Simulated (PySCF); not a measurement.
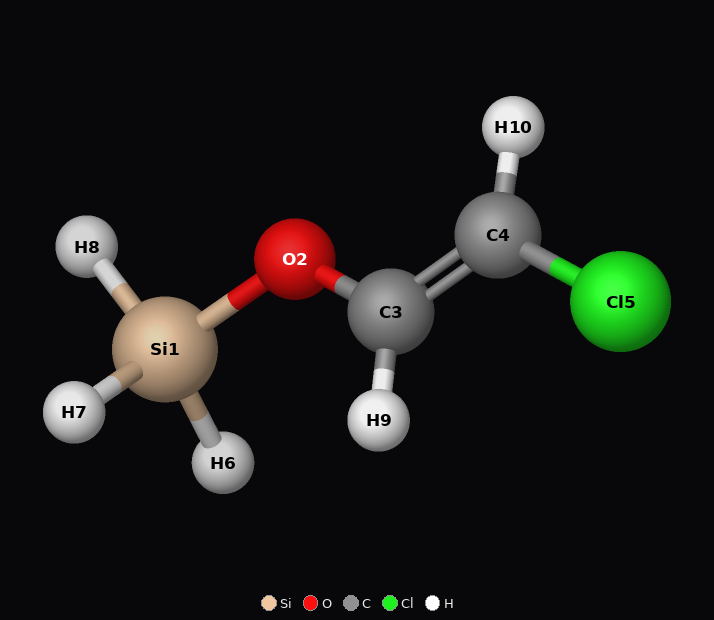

Computed geometry: PBE0-D3(BJ)/def2-SVP optimisation. No frequency run is at hand to confirm it as a minimum. Properties computed with delta-SCF UKS SCAN, pcX-2 on the ionised atom, pcseg-1 elsewhere, spin-free X2C (PySCF 2.14.0).

Give the core-electron binding energies (to vacuum; p and d levels without spin–orbit splitting) of Si1 1s, Si1 2p, O2 1s, C3 1s, C4 1s, Cl5 1s, Cl5 2p.

```
atom  level  binding energy (eV)
 Si1     1s               1847.9
 Si1     2p                108.2
  O2     1s                538.9
  C3     1s                292.4
  C4     1s                291.5
 Cl5     1s               2828.9
 Cl5     2p                206.9
```
